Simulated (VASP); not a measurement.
Band structure of PbS (space group Cmcm). Computed with PBEsol GGA with spin-orbit coupling, VASP's PBE PAW potentials (set 64) (plane waves; VASP 6.6.1).

The path is coarsely sampled, so an indirect gap can come out somewhat too large.

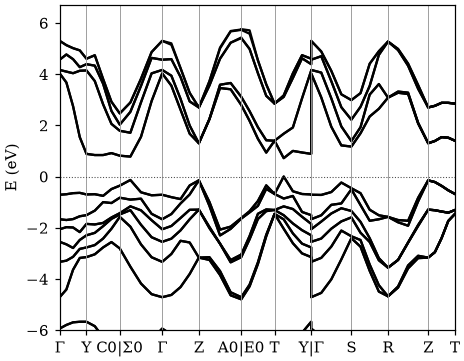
Bands along high-symmetry lines, zero at the valence-band maximum or, without a gap, the Fermi level

### Question
Read the plot: is there a gap, and where are the band edges?

### Answer
The gap is direct, 0.72 eV, from the valence maximum at T-Y at 0.25 to the conduction minimum at T-Y at 0.25.

The structure comes from a computed database's PbS entry (Cmcm); how it stands against other phases isn't given here. It was relaxed first, which changed the volume by -6 %.
